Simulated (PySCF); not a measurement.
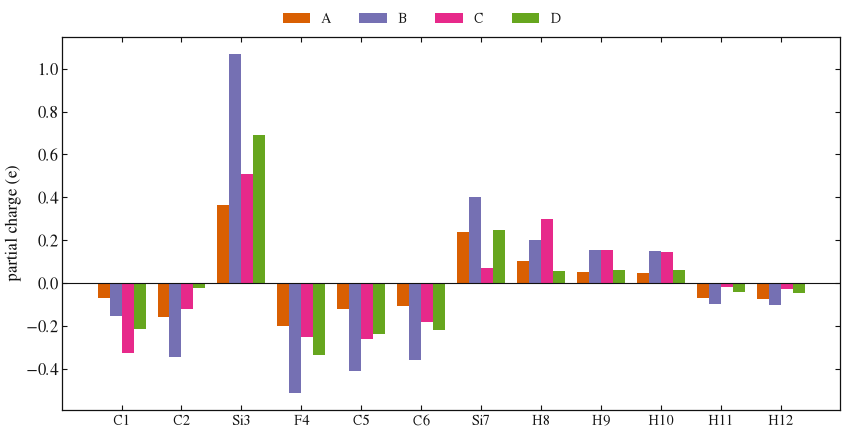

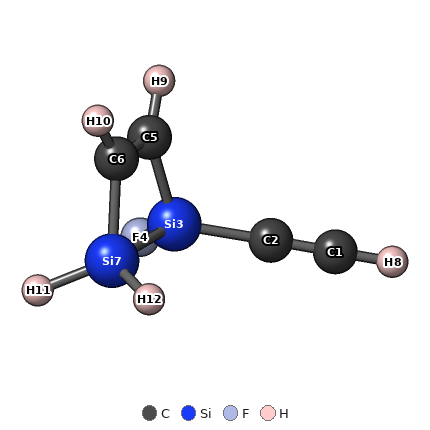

Atomic charges of C₄H₅FSi₂, SMILES C#C[Si@]1(F)C=C[SiH2]1 by 4 schemes, PBE0/def2-SVP with PySCF 2.14.0, at a PBE0-D3(BJ)/def2-SVP geometry (no frequency check).

The schemes are ESP fit, Hirshfeld, IAO and Mulliken. Which series is which?

Answer. A: Hirshfeld (Si3 0.36 e); B: IAO (Si3 1.07 e); C: ESP fit (Si3 0.51 e); D: Mulliken (Si3 0.69 e).
